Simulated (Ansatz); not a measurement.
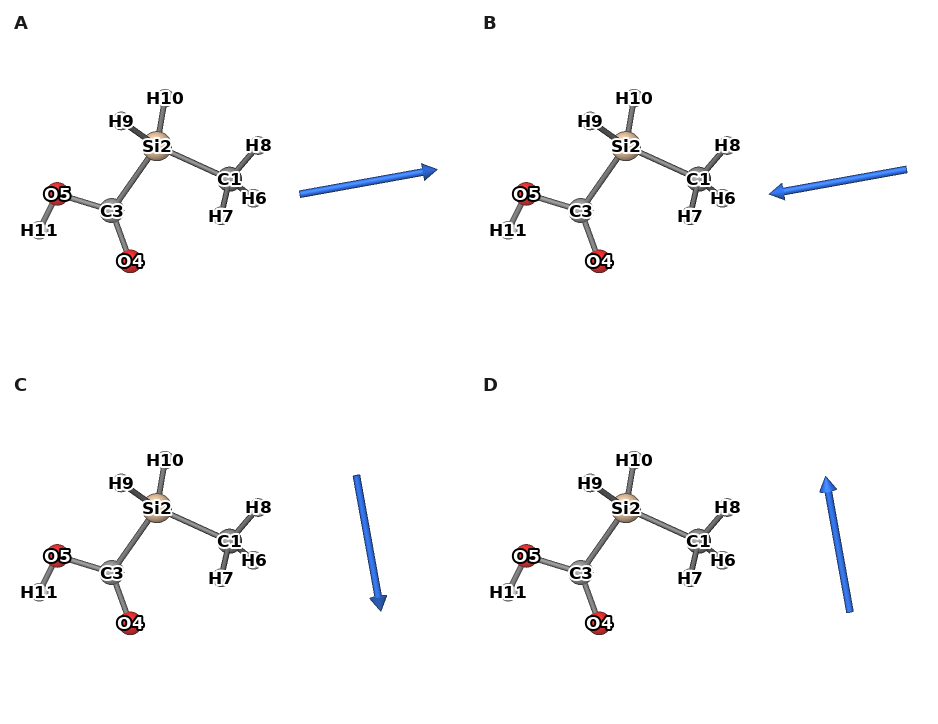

The same molecule four times, each with an arrow. The geometry was computed by an optimisation with PBE-D4/def2-SVP. No frequency run is at hand to confirm it as a minimum. Level of theory: RKS PBE-D4/def2-SVP (Ansatz 0.2.0).

### Which arrow points along the dipole moment, from the negative to the positive end?

D. The dipole moment is 0.60 D; it points from the side of O4 to the side of H9, H10 (the outermost atoms at the two ends).
